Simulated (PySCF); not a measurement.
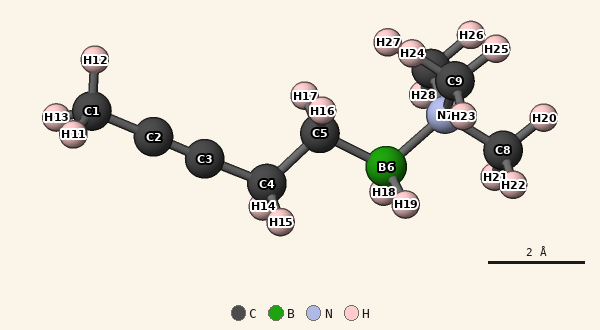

The structure as given in the input (ball-and-stick view, seen at a tilt; atoms are numbered from 1 in the order of the input). Bond lengths as drawn: B–C 1.62 Å, B–H 1.23 Å, B–N 1.66 Å, C–C 1.21 to 1.53 Å, C–H 1.10 to 1.11 Å and C–N 1.47 Å.

NMR shielding calculation of C$_{8}$H$_{18}$BN

System: C$_{8}$H$_{18}$BN, SMILES CC#CCC[BH2-][N+](C)(C)C.
Method: GIAO PBE/pcSseg-1 NMR shielding, non-relativistic, gas phase (PySCF 2.14.0).

The geometry comes from this level: PBE0-D3(BJ)/def2-SVP. Figures and captions count atoms from 1; the log counts them from 0 in places.

What the program printed
```
coarse grid: 22000 points
cycle   1  E = -394.3614642722  dE =  5.756e-01  |g| = 7.810e-01  |ddm| = 4.861e+00
cycle   2  E = -394.1725747058  dE =  1.889e-01  |g| = 1.136e+00  |ddm| = 2.487e+00
cycle   3  E = -394.5283977450  dE = -3.558e-01  |g| = 2.207e-01  |ddm| = 1.608e+00
cycle   4  E = -394.5362391446  dE = -7.841e-03  |g| = 1.375e-01  |ddm| = 2.768e-01
cycle   5  E = -394.5405805035  dE = -4.341e-03  |g| = 3.809e-02  |ddm| = 1.204e-01
cycle   6  E = -394.5409272139  dE = -3.467e-04  |g| = 7.986e-03  |ddm| = 4.210e-02
cycle   7  E = -394.5409416444  dE = -1.443e-05  |g| = 2.828e-03  |ddm| = 1.009e-02
cycle   8  E = -394.5409434570  dE = -1.813e-06  |g| = 6.372e-04  |ddm| = 3.089e-03
final grid: 208560 points
cycle   9  E = -394.6221057675  dE = -1.026e-04  |g| = 1.879e-02  |ddm| = 9.011e-02
cycle  10  E = -394.6219919896  dE =  1.138e-04  |g| = 2.800e-02  |ddm| = 4.723e-02
cycle  11  E = -394.6221976565  dE = -2.057e-04  |g| = 2.845e-03  |ddm| = 2.848e-02
cycle  12  E = -394.6221993141  dE = -1.658e-06  |g| = 1.411e-03  |ddm| = 3.596e-03
cycle  13  E = -394.6221997767  dE = -4.627e-07  |g| = 3.794e-04  |ddm| = 1.323e-03
cycle  14  E = -394.6221998126  dE = -3.590e-08  |g| = 6.585e-05  |ddm| = 3.896e-04
cycle  15  E = -394.6221998134  dE = -7.751e-10  |g| = 3.068e-05  |ddm| = 8.043e-05
```

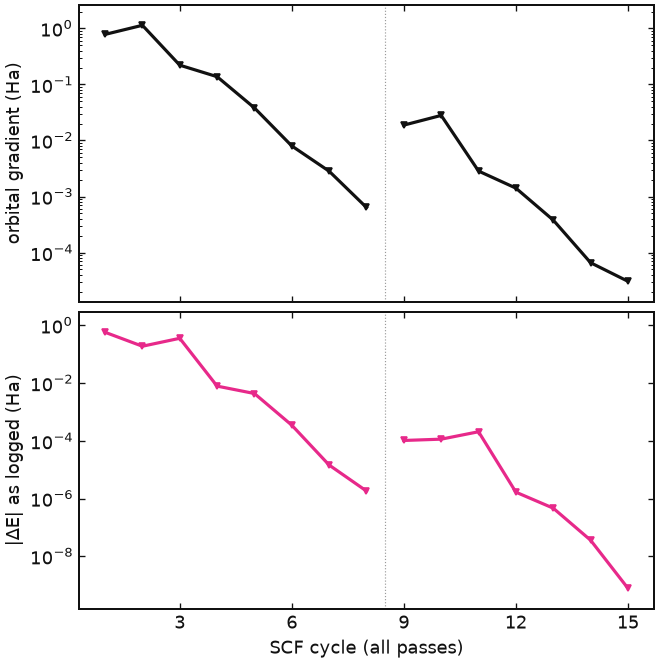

Convergence of the self-consistent field: orbital gradient and size of the energy change against the SCF cycle. The dotted line marks the change from a coarse to the final integration grid. The first 8 cycles use a coarse grid, the final grid takes over at cycle 9, and the field converges after 15 cycles in all.

```
converged SCF energy = -394.6221998134

GIAO shielding tensors (ppm)
atom      isotropic    diamagn.    paramagn.     s11        s22        s33       span
  0 C      174.700     252.032     -77.331    165.932    166.087    192.082     26.149
  1 C      105.531     267.987    -162.456     25.780     27.624    263.188    237.408
  2 C       91.144     256.942    -165.798     -4.888      5.651    272.667    277.555
  3 C      159.984     255.708     -95.724    145.382    158.590    175.980     30.598
  4 C      157.100     256.575     -99.475    142.797    154.449    174.053     31.256
  5 B      101.307     196.141     -94.834     81.638     91.553    130.729     49.091
  6 N      196.836     320.321    -123.485    185.764    201.206    203.539     17.775
  7 C      122.959     246.689    -123.730     92.428     97.325    179.123     86.695
  8 C      127.972     249.270    -121.298     99.819    107.311    176.786     76.967
  9 C      127.983     250.154    -122.172     98.659    107.737    177.552     78.893
 10 H       29.361      24.622       4.739     24.355     27.602     36.127     11.771
 11 H       29.367      31.182      -1.815     24.290     28.145     35.666     11.375
 12 H       29.358      25.844       3.515     24.358     27.618     36.099     11.741
 13 H       29.163      32.086      -2.923     23.263     30.344     33.881     10.618
 14 H       29.169      31.106      -1.937     23.229     30.390     33.886     10.657
 15 H       30.581      37.313      -6.731     26.217     32.367     33.159      6.942
 16 H       30.640      37.871      -7.231     26.279     32.220     33.420      7.141
 17 H       29.110      36.445      -7.335     25.313     29.119     32.899      7.585
 18 H       29.041      36.382      -7.341     25.302     29.104     32.719      7.417
 19 H       29.236      28.443       0.792     25.767     26.320     35.619      9.852
 20 H       28.410      30.172      -1.762     24.840     26.450     33.940      9.100
 21 H       28.429      29.969      -1.539     24.894     26.446     33.947      9.053
 22 H       28.702      31.859      -3.157     25.193     26.511     34.401      9.208
 23 H       28.313      33.438      -5.125     23.469     28.690     32.781      9.312
 24 H       29.329      30.101      -0.772     25.919     26.850     35.218      9.299
 25 H       29.336      30.726      -1.390     25.950     26.829     35.229      9.279
 26 H       28.188      34.013      -5.825     23.252     28.667     32.645      9.393
 27 H       28.753      32.552      -3.799     25.307     26.488     34.464      9.157
```

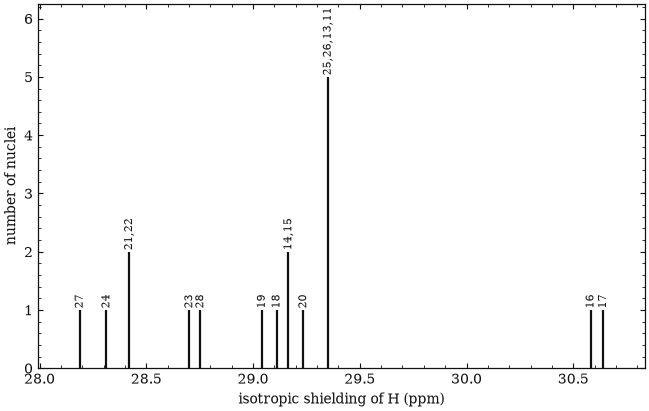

Isotropic shieldings of the hydrogen nuclei in this fixed geometry, labelled by atom number; shielding grows to the right, so chemical shift grows to the left. The least shielded is H27 (28.2 ppm), the most shielded H17 (30.6 ppm).

The run was set up as follows.

Input file
```
{"job": {"kind": "nmr", "xc": "PBE", "basis": "pcSseg-1", "pop": false}, "charge": 0, "multiplicity": 1}
C      5.760250     0.048100     0.880335
C      4.440781    -0.018326     0.269594
C      3.345522    -0.078669    -0.249645
C      2.011675    -0.142317    -0.840630
C      0.874229     0.226973     0.120923
B     -0.541650     0.134533    -0.650969
N     -1.826581     0.444177     0.346788
C     -3.050716     0.375828    -0.467683
C     -1.705452     1.788267     0.934631
C     -1.899179    -0.564123     1.416721
H      6.413954     0.759017     0.350114
H      5.701358     0.374408     1.931075
H      6.259748    -0.933862     0.867010
H      1.841237    -1.159088    -1.235186
H      1.975102     0.520793    -1.722582
H      1.085364     1.238433     0.513404
H      0.941359    -0.453524     0.989999
H     -0.771958    -0.996079    -1.081313
H     -0.650934     0.979249    -1.540193
H     -3.940333     0.559416     0.156621
H     -3.112211    -0.617131    -0.928950
H     -2.988295     1.125911    -1.264901
H     -1.603627     2.519669     0.123365
H     -0.807468     1.832062     1.561614
H     -2.592400     2.024241     1.544426
H     -2.773492    -0.379578     2.061539
H     -0.984037    -0.522259     2.018497
H     -1.973658    -1.558493     0.960103
```

The first line tells a small driver script what to run in PySCF; the rest is the geometry in Å.

Launched with:
```bash
OMP_NUM_THREADS=1 python <driver script> task.json out
```

Key numbers

- outcome: converged
- total energy: −394.622200 hartree
- HOMO: −5.31 eV
- LUMO: 0.02 eV
- dipole moment: 5.49 D
- isotropic shielding, C: 91.1 to 174.7 ppm
- isotropic shielding, B: 101.3 ppm
- isotropic shielding, N: 196.8 ppm
- isotropic shielding, H: 28.2 to 30.6 ppm
- hardware: 1 CPU thread, shared host
- wall time: 2.3 min
- peak memory: 1.2 GiB
